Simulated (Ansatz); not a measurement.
## Run report: LiSc₁₂, nudged elastic band (part 1 of 3)

- system: LiSc₁₂ (slab, 13 atoms in the cell)
- method: DFT LDA, scalar-relativistic, plane waves, PAW, no spin polarisation (Ansatz 0.2.0)

The input holds or restrains some coordinates. It belongs to a series of runs on one base structure; here: band between the two ends. Figures and captions count atoms from 1; the log counts them from 0 in places.

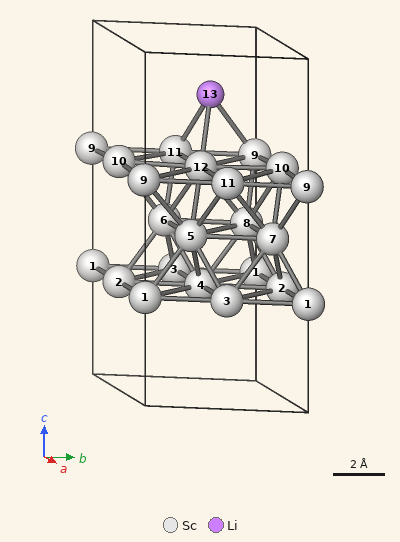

The starting structure (ball-and-stick view of the cell of the calculation, with the vacuum cut short, seen slightly off an axis; atoms are numbered from 1 in the order of the input). An atom can appear more than once, as a periodic image.

Results in brief:

| quantity | value |
| --- | --- |
| outcome | converged under the restraints of the input |
| barrier, forward | 0.014 eV |
| barrier, backward | 0.014 eV |
| electrons treated | 135 |
| hardware | 4 threads of Intel Xeon (Sapphire Rapids), 16 GiB of memory available, shared host |
| wall time | 7.9 min (CPU time 27 min) |
| peak memory | 2.2 GiB |

Input:
```yaml
crystal:
  lattice:
    - [6.62, 0.0, 0.0]
    - [3.31, 5.733088, 0.0]
    - [0.0, 0.0, 17.27614]
  atoms:
    - { symbol: Sc, position: [0.0, 0.0, 0.0578833] }
    - { symbol: Sc, position: [0.5, 0.0, 0.0578833] }
    - { symbol: Sc, position: [0.0, 0.5, 0.0578833] }
    - { symbol: Sc, position: [0.5, 0.5, 0.0578833] }
    - { symbol: Sc, position: [-0.16669349, 0.33338292, 0.19615351] }
    - { symbol: Sc, position: [0.33444873, 0.33124231, 0.19577576] }
    - { symbol: Sc, position: [-0.16877324, 0.8344143, 0.19574382] }
    - { symbol: Sc, position: [0.33444878, 0.8343625, 0.19577137] }
    - { symbol: Sc, position: [0.00465732, -0.00938623, 0.33402307] }
    - { symbol: Sc, position: [0.50021612, -2.361e-05, 0.33992202] }
    - { symbol: Sc, position: [0.00467959, 0.50482854, 0.33405652] }
    - { symbol: Sc, position: [0.49054775, 0.50476547, 0.33412301] }
    - { symbol: Li, position: [0.16571933, 0.66742129, 0.48309111] }
basis:
  ecutwfc: 420.0
kpoints:
  mp_grid: { grid: [3, 3, 1] }
hamiltonian:
  xc: lda
scf:
  occupations: { method: fermi_dirac, width: 0.1 }
  lower_state_search: "off"
neb:
  images: 5
  f_tol: 0.03
  initial_path: idpp
  max_iterations: 68
  constraints: [{ sites: [0, 1, 2, 3] }]
  final_atoms:
    - { symbol: Sc, position: [0.0, 0.0, 0.0578833] }
    - { symbol: Sc, position: [0.5, 0.0, 0.0578833] }
    - { symbol: Sc, position: [0.0, 0.5, 0.0578833] }
    - { symbol: Sc, position: [0.5, 0.5, 0.0578833] }
    - { symbol: Sc, position: [-0.16555127, 0.33124231, 0.19577576] }
    - { symbol: Sc, position: [0.33330651, 0.33338292, 0.19615351] }
    - { symbol: Sc, position: [-0.16555122, 0.8343625, 0.19577137] }
    - { symbol: Sc, position: [0.33122676, 0.8344143, 0.19574382] }
    - { symbol: Sc, position: [0.00021612, -2.361e-05, 0.33992202] }
    - { symbol: Sc, position: [0.50465732, -0.00938623, 0.33402307] }
    - { symbol: Sc, position: [-0.00945225, 0.50476547, 0.33412301] }
    - { symbol: Sc, position: [0.50467959, 0.50482854, 0.33405652] }
    - { symbol: Li, position: [0.66571933, 0.66742129, 0.48309111] }
  order_check: true
```

Command:
```bash
ansatz run input.yaml --threads 4 --pin off --max-ram 10240MiB --backend cpu --events-out ev --progress --plain --runs-dir out
```

The program's output:
```
Warning: neb: disabling space-group detection — the band's intermediate images generally break the endpoint symmetry, so no spatial operation reduces the k-mesh or symmetrises the density, except that a semilocal band can use its path's symmetry ahead of convergence; time reversal is kept, so that k and −k are solved as one point where they differ and the mesh holds both, and exact exchange and, on two spinor components, a DFT+U term hold to it where the run has them: on two components no moment then forms, and a state that bears one, which a typed moment (crystal.atoms[].spin; refused beside efield: under a hybrid functional) reaches, can lie lower, under hf by electronvolts; crystal.symmetry.detect: false (a key that needs symmetry detection or time reversal refuses this as the deck is read) with time_reversal: false beside it drops time reversal too
Engine: ansatz 0.2.0, x86_64-unknown-linux-gnu
Pseudopotentials: kind: paw
Pseudopotential: Sc, paw, valence charge 11, recommended cutoff 420 eV (normal), Sc.paw.azcp
Pseudopotential: Li, paw, valence charge 3, recommended cutoff 420 eV (normal), Li.paw.azcp
Functional definition: SPW92
  exchange = slater_x
  correlation = pw_c
parallel-image band execution: 2 concurrent image workers
NEB image 0
Crystal: 13 atoms, lattice volume = 655.682 Å³
Basis set: ecut = 420 eV, 12765 PW (Γ)
Bands: 81, of which v1, the nominal top of the filled ones, is band 68 counted from 1 (67 counted from 0)
Symmetry: 1 space group operations
k-points: 5 of 9 (time reversal used)
Non-local potential: Sc, projectors of the file, l = 0: 3, l = 1: 2, l = 2: 3, l = 3: 1
Non-local potential: Li, projectors of the file, l = 0: 3, l = 1: 2, l = 2: 1
PAW form: soft (Blöchl's): semilocal exchange-correlation on the pseudo side does not see the compensation charge
PAW frozen core: Sc, regenerated for the run's functional, and the local potential with it (the file was generated under x = pbe(κ = 0.804, μ = 0.2195149727645171), c = pbe(β = 0.06672455060314922))
PAW one-centre angular grid: Sc, 590 points (default); XC on 64 Gauss nodes
PAW one-centre angular grid: Li, 110 points (default); XC on 64 Gauss nodes
Initial density: superposition of atomic densities (neutral atoms: chi_scale 0, normalization atom), corrected by the library's trained network
Initial wavefunctions: pseudopotential atomic-orbital guess
Functional: x = slater, c = lda
SCF iter   1: F=—  HF=-25263.968262 eV  |F-HF|=—  |Δ(HF+E_count)|=         —  Δρ=9.95e-3  dr2=1.08e1  ethr=1.77e-3  ⟨swp⟩=11.0  Hψ=2063  notcnv=0
preconditioner: auto → LDOS  [metal: Δε(μ)=0.021 eV  Ē_g=1.783 eV  σ=0.100 eV  W_gap=0.05  n_scr=94 (ndim 8)  ℏωp=8.8 eV  f_vac=0.436  D(μ)=24.60/eV (n_scr^D=188)  β→1.0]
SCF iter   2: F=—  HF=-25263.732651 eV  |F-HF|=—  |Δ(HF+E_count)|=   2.36e-1  Δρ=3.60e-3  dr2=3.14e-1  ethr=1.77e-3  ⟨swp⟩=2.4  Hψ=499  notcnv=0
SCF iter   3: F=—  HF=-25263.719720 eV  |F-HF|=—  |Δ(HF+E_count)|=   1.29e-2  Δρ=9.93e-4  dr2=4.11e-2  ethr=2.33e-4  ⟨swp⟩=2.0  Hψ=524  notcnv=0
SCF iter   4: F=—  HF=-25263.718743 eV  |F-HF|=—  |Δ(HF+E_count)|=   9.77e-4  Δρ=2.43e-4  dr2=1.29e-3  ethr=3.04e-5  ⟨swp⟩=2.0  Hψ=443  notcnv=0
SCF iter   5: F=—  HF=-25263.718940 eV  |F-HF|=—  |Δ(HF+E_count)|=   1.96e-4  Δρ=9.10e-5  dr2=1.34e-4  ethr=9.58e-7  ⟨swp⟩=3.8  Hψ=880  notcnv=0
SCF iter   6: F=—  HF=-25263.718944 eV  |F-HF|=—  |Δ(HF+E_count)|=   4.30e-6  Δρ=2.66e-5  dr2=1.63e-5  ethr=9.94e-8  ⟨swp⟩=3.4  Hψ=609  notcnv=0
SCF iter   7: F=—  HF=-25263.718723 eV  |F-HF|=—  |Δ(HF+E_count)|=   2.21e-4  Δρ=1.34e-5  dr2=2.27e-6  ethr=1.21e-8  ⟨swp⟩=3.0  Hψ=756  notcnv=0
SCF iter   8: F=—  HF=-25263.718723 eV  |F-HF|=—  |Δ(HF+E_count)|=   9.92e-8  Δρ=5.10e-6  dr2=4.17e-7  ethr=1.68e-9  ⟨swp⟩=2.8  Hψ=721  notcnv=0
SCF iter   9: F=-25263.718723 eV  HF=-25263.718723 eV  |F-HF|=4.51e-8  |Δ(HF+E_count)|=   5.73e-8  Δρ=1.62e-6  dr2=8.05e-8  ethr=7.41e-11  ⟨swp⟩=6.0  Hψ=1348  notcnv=0
SCF 1 converged in 9 iterations: F = -25263.718723 eV  dr2 = 8.05e-8
  greatest PAW one-centre occupation: 1.000 electrons in one spin orbital (limit 2), on the Li atom at site 12 (counted from 0), in its partial waves of l = 0
NSCF: frozen V_eff on 5 k-points
NEB image 6
SCF iter   1: F=—  HF=-25263.968321 eV  |F-HF|=—  |Δ(HF+E_count)|=         —  Δρ=9.95e-3  dr2=1.08e1  ethr=1.77e-3  ⟨swp⟩=11.0  Hψ=2054  notcnv=0
SCF iter   2: F=—  HF=-25263.731895 eV  |F-HF|=—  |Δ(HF+E_count)|=   2.36e-1  Δρ=3.59e-3  dr2=3.03e-1  ethr=1.77e-3  ⟨swp⟩=2.4  Hψ=499  notcnv=0
SCF iter   3: F=—  HF=-25263.719639 eV  |F-HF|=—  |Δ(HF+E_count)|=   1.23e-2  Δρ=9.84e-4  dr2=3.97e-2  ethr=2.24e-4  ⟨swp⟩=2.0  Hψ=526  notcnv=0
SCF iter   4: F=—  HF=-25263.718734 eV  |F-HF|=—  |Δ(HF+E_count)|=   9.05e-4  Δρ=2.42e-4  dr2=1.22e-3  ethr=2.94e-5  ⟨swp⟩=2.0  Hψ=440  notcnv=0
SCF iter   5: F=—  HF=-25263.718935 eV  |F-HF|=—  |Δ(HF+E_count)|=   2.01e-4  Δρ=9.29e-5  dr2=1.31e-4  ethr=9.06e-7  ⟨swp⟩=4.0  Hψ=959  notcnv=0
SCF iter   6: F=—  HF=-25263.718937 eV  |F-HF|=—  |Δ(HF+E_count)|=   2.25e-6  Δρ=2.72e-5  dr2=1.63e-5  ethr=9.73e-8  ⟨swp⟩=2.0  Hψ=638  notcnv=0
SCF iter   7: F=—  HF=-25263.718723 eV  |F-HF|=—  |Δ(HF+E_count)|=   2.14e-4  Δρ=1.33e-5  dr2=2.24e-6  ethr=1.21e-8  ⟨swp⟩=3.0  Hψ=754  notcnv=0
SCF iter   8: F=—  HF=-25263.718723 eV  |F-HF|=—  |Δ(HF+E_count)|=   7.96e-8  Δρ=5.04e-6  dr2=4.13e-7  ethr=1.66e-9  ⟨swp⟩=2.8  Hψ=731  notcnv=0
SCF iter   9: F=-25263.718723 eV  HF=-25263.718723 eV  |F-HF|=4.93e-8  |Δ(HF+E_count)|=   5.70e-8  Δρ=1.69e-6  dr2=8.41e-8  ethr=7.41e-11  ⟨swp⟩=6.0  Hψ=1349  notcnv=0
SCF 2 converged in 9 iterations: F = -25263.718723 eV  dr2 = 8.41e-8
NSCF: frozen V_eff on 5 k-points
NEB end point (image 0): max|allowed force component| = 2.683e-3 eV/Å (the criterion of neb.relax_end_points is 1.000e-2)
NEB end point (image 6): max|allowed force component| = 2.683e-3 eV/Å (the criterion of neb.relax_end_points is 1.000e-2)
NEB image 1
SCF iter   1: F=—  HF=-25264.034324 eV  |F-HF|=—  |Δ(HF+E_count)|=         —  Δρ=1.25e-2  dr2=1.95e1  ethr=1.77e-3  ⟨swp⟩=10.8  Hψ=1953  notcnv=0
preconditioner: auto → LDOS  [metal: Δε(μ)=0.038 eV  Ē_g=1.786 eV  σ=0.100 eV  W_gap=0.09  n_scr=94 (ndim 8)  ℏωp=8.8 eV  f_vac=0.434  D(μ)=25.92/eV (n_scr^D=212)  β→1.0]
SCF iter   2: F=—  HF=-25263.675314 eV  |F-HF|=—  |Δ(HF+E_count)|=   3.59e-1  Δρ=4.15e-3  dr2=3.24e-1  ethr=1.77e-3  ⟨swp⟩=3.2  Hψ=656  notcnv=0
SCF iter   3: F=—  HF=-25263.654820 eV  |F-HF|=—  |Δ(HF+E_count)|=   2.05e-2  Δρ=1.43e-3  dr2=8.26e-2  ethr=2.40e-4  ⟨swp⟩=2.0  Hψ=536  notcnv=0
SCF iter   4: F=—  HF=-25263.651335 eV  |F-HF|=—  |Δ(HF+E_count)|=   3.48e-3  Δρ=3.52e-4  dr2=4.41e-3  ethr=6.12e-5  ⟨swp⟩=2.0  Hψ=413  notcnv=0
SCF iter   5: F=—  HF=-25263.651567 eV  |F-HF|=—  |Δ(HF+E_count)|=   2.32e-4  Δρ=1.04e-4  dr2=1.88e-4  ethr=3.27e-6  ⟨swp⟩=3.6  Hψ=493  notcnv=0
SCF iter   6: F=—  HF=-25263.651596 eV  |F-HF|=—  |Δ(HF+E_count)|=   2.91e-5  Δρ=2.87e-5  dr2=2.57e-5  ethr=1.39e-7  ⟨swp⟩=3.4  Hψ=670  notcnv=0
[...]
NEB image 2
preconditioner: auto → LDOS  [metal: Δε(μ)=0.063 eV  Ē_g=1.783 eV  σ=0.100 eV  W_gap=0.15  n_scr=94 (ndim 8)  ℏωp=8.8 eV  f_vac=0.432  D(μ)=26.64/eV (n_scr^D=212)  β→1.0]
NEB image 3
preconditioner: auto → LDOS  [metal: Δε(μ)=0.069 eV  Ē_g=1.783 eV  σ=0.100 eV  W_gap=0.17  n_scr=94 (ndim 8)  ℏωp=8.8 eV  f_vac=0.432  D(μ)=26.72/eV (n_scr^D=212)  β→1.0]
NEB image 4
preconditioner: auto → LDOS  [metal: Δε(μ)=0.063 eV  Ē_g=1.783 eV  σ=0.100 eV  W_gap=0.15  n_scr=94 (ndim 8)  ℏωp=8.8 eV  f_vac=0.432  D(μ)=26.63/eV (n_scr^D=212)  β→1.0]
NEB image 5
preconditioner: auto → LDOS  [metal: Δε(μ)=0.038 eV  Ē_g=1.786 eV  σ=0.100 eV  W_gap=0.09  n_scr=94 (ndim 8)  ℏωp=8.8 eV  f_vac=0.434  D(μ)=25.91/eV (n_scr^D=212)  β→1.0]
NEB iter   1: max|band force component| = 4.347e-1 eV/Å  barrier→ = 0.1858 eV  barrier← = 0.1858 eV  CI = image 3  Δτ_max = 0.2000 Å  (68 SCF iters)
NEB image 1
Initial density: handed on by an earlier stage of this run
Initial wavefunctions: those handed on with the density
eigensolver tolerance schedule calibrated: the retry pair's looser diagonalisation under-reported the residual by θ = 0.20 (0.21/decade); ethr = c·dr2/N_el runs at the constant in force after the calibration composes with the one it found (an armed cap, an earlier calibration), c = 2.4e-2
preconditioner: auto → LDOS  [metal: Δε(μ)=0.075 eV  Ē_g=1.753 eV  σ=0.100 eV  W_gap=0.18  n_scr=94 (ndim 8)  ℏωp=8.8 eV  f_vac=0.430  D(μ)=25.59/eV (n_scr^D=212)  β→1.0]
NEB image 2
eigensolver tolerance schedule calibrated: the retry pair's looser diagonalisation under-reported the residual by θ = 0.26 (0.39/decade); ethr = c·dr2/N_el runs at the constant in force after the calibration composes with the one it found (an armed cap, an earlier calibration), c = 6.5e-3
preconditioner: auto → LDOS  [metal: Δε(μ)=0.059 eV  Ē_g=1.746 eV  σ=0.100 eV  W_gap=0.14  n_scr=94 (ndim 8)  ℏωp=8.8 eV  f_vac=0.427  D(μ)=26.32/eV (n_scr^D=212)  β→1.0]
NEB image 3
eigensolver tolerance schedule calibrated: the retry pair's looser diagonalisation under-reported the residual by θ = 0.25 (0.28/decade); ethr = c·dr2/N_el runs at the constant in force after the calibration composes with the one it found (an armed cap, an earlier calibration), c = 1.3e-2
preconditioner: auto → LDOS  [metal: Δε(μ)=0.063 eV  Ē_g=1.752 eV  σ=0.100 eV  W_gap=0.15  n_scr=94 (ndim 8)  ℏωp=8.8 eV  f_vac=0.427  D(μ)=25.77/eV (n_scr^D=212)  β→1.0]
NEB image 4
eigensolver tolerance schedule calibrated: the retry pair's looser diagonalisation under-reported the residual by θ = 0.26 (0.39/decade); ethr = c·dr2/N_el runs at the constant in force after the calibration composes with the one it found (an armed cap, an earlier calibration), c = 6.5e-3
NEB image 5
eigensolver tolerance schedule calibrated: the retry pair's looser diagonalisation under-reported the residual by θ = 0.20 (0.21/decade); ethr = c·dr2/N_el runs at the constant in force after the calibration composes with the one it found (an armed cap, an earlier calibration), c = 2.4e-2
preconditioner: auto → LDOS  [metal: Δε(μ)=0.074 eV  Ē_g=1.753 eV  σ=0.100 eV  W_gap=0.18  n_scr=94 (ndim 8)  ℏωp=8.8 eV  f_vac=0.430  D(μ)=25.59/eV (n_scr^D=212)  β→1.0]
NEB iter   2: max|band force component| = 2.843e-1 eV/Å  barrier→ = 0.0878 eV  barrier← = 0.0878 eV  CI = image 3  Δτ_max = 0.2000 Å  (43 SCF iters)
[... from here on the SCF iterations and repeated set-up lines of each step are left out, up to the last step ...]
NEB image 1
NEB image 2
NEB image 3
NEB image 4
NEB image 5
NEB iter   3: max|band force component| = 1.493e-1 eV/Å  barrier→ = 0.0410 eV  barrier← = 0.0410 eV  CI = image 3  Δτ_max = 0.2000 Å  (38 SCF iters)
NEB image 1
NEB image 2
NEB image 3
NEB image 4
NEB image 5
NEB iter   4: max|band force component| = 7.594e-2 eV/Å  barrier→ = 0.0174 eV  barrier← = 0.0174 eV  CI = image 4  Δτ_max = 0.2000 Å  (38 SCF iters)
NEB image 1
NEB image 2
NEB image 3
NEB image 4
NEB image 5
NEB iter   5: max|band force component| = 5.081e-2 eV/Å  barrier→ = 0.0149 eV  barrier← = 0.0149 eV  CI = image 4  Δτ_max = 0.2000 Å  (38 SCF iters)
NEB image 1
NEB image 2
NEB image 3
NEB image 4
NEB image 5
NEB iter   6: max|band force component| = 4.869e-2 eV/Å  barrier→ = 0.0139 eV  barrier← = 0.0139 eV  CI = image 4  Δτ_max = 0.0430 Å  (35 SCF iters)
NEB image 1
preconditioner: auto → LDOS  [metal: Δε(μ)=0.079 eV  Ē_g=1.763 eV  σ=0.100 eV  W_gap=0.19  n_scr=94 (ndim 8)  ℏωp=8.8 eV  f_vac=0.433  D(μ)=24.89/eV (n_scr^D=188)  β→1.0]
NEB image 2
preconditioner: auto → LDOS  [metal: Δε(μ)=0.068 eV  Ē_g=1.763 eV  σ=0.100 eV  W_gap=0.16  n_scr=94 (ndim 8)  ℏωp=8.8 eV  f_vac=0.434  D(μ)=24.86/eV (n_scr^D=188)  β→1.0]
NEB image 3
preconditioner: auto → LDOS  [metal: Δε(μ)=0.066 eV  Ē_g=1.763 eV  σ=0.100 eV  W_gap=0.16  n_scr=94 (ndim 8)  ℏωp=8.8 eV  f_vac=0.434  D(μ)=24.88/eV (n_scr^D=188)  β→1.0]
NEB image 4
preconditioner: auto → LDOS  [metal: Δε(μ)=0.075 eV  Ē_g=1.762 eV  σ=0.100 eV  W_gap=0.18  n_scr=94 (ndim 8)  ℏωp=8.8 eV  f_vac=0.433  D(μ)=24.94/eV (n_scr^D=188)  β→1.0]
NEB image 5
preconditioner: auto → LDOS  [metal: Δε(μ)=0.084 eV  Ē_g=1.763 eV  σ=0.100 eV  W_gap=0.20  n_scr=94 (ndim 8)  ℏωp=8.8 eV  f_vac=0.433  D(μ)=24.79/eV (n_scr^D=188)  β→1.0]
NEB image 1
NSCF: frozen V_eff on 5 k-points
NEB image 2
NSCF: frozen V_eff on 5 k-points
NEB image 3
NSCF: frozen V_eff on 5 k-points
NEB image 5
NSCF: frozen V_eff on 5 k-points
NEB image 4
NSCF: frozen V_eff on 5 k-points
the band table was solved once a step of the walk had ended and its energy, with any forces and stress, was formed, with the checks that follow a solve (1864 applications of the Hamiltonian). They found nothing against the state; the energy, forces and stress were not computed again (output.eigenvalues in the input reference)
```
